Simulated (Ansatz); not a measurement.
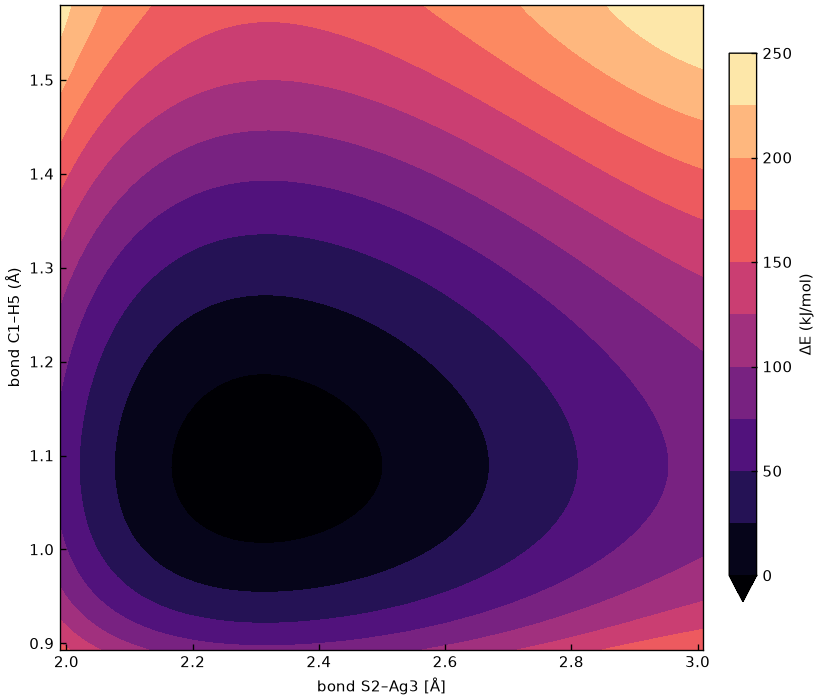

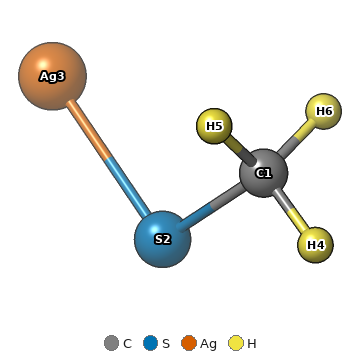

Energy landscape of CH₃AgS, SMILES C[S][Ag]. Two internal coordinates are moved rigidly from the geometry relaxed at PBE0-D4/def2-TZVP, all others fixed. Coordinates scanned: (1) bond S2–Ag3; (2) bond C1–H5. The scan uses a 5 × 5 grid. Points are written as (first, second). All energies are given in kJ/mol relative to the lowest grid point. The calculation used RKS PBE0-D4/def2-TZVPP in Ansatz 0.2.0.

The picture shows filled contours. Between grid points the surface is interpolated. The second picture is the structure at the lowest point.

Q: Describe this landscape.

A: The lowest grid point is at (2.404 Å, 1.172 Å). The bottom of the well lies between grid points, at about (2.309 Å, 1.088 Å), about 13 kJ/mol lower on the interpolated surface. It is the only kind of minimum in the scanned range. The highest grid point, (3.008 Å, 1.580 Å), lies 249 kJ/mol above the lowest. Round the minimum the two coordinates are nearly uncoupled.

The values on the grid:

```csv
"bond C1–H5 ↓, bond S2–Ag3 →",1.990,2.158,2.404,2.691,3.008
1.580,236,170,158,195,249
1.366,142,77,66,102,156
1.172,76,11,0,37,91
1.007,79,14,3,40,95
0.893,159,94,83,121,175
```
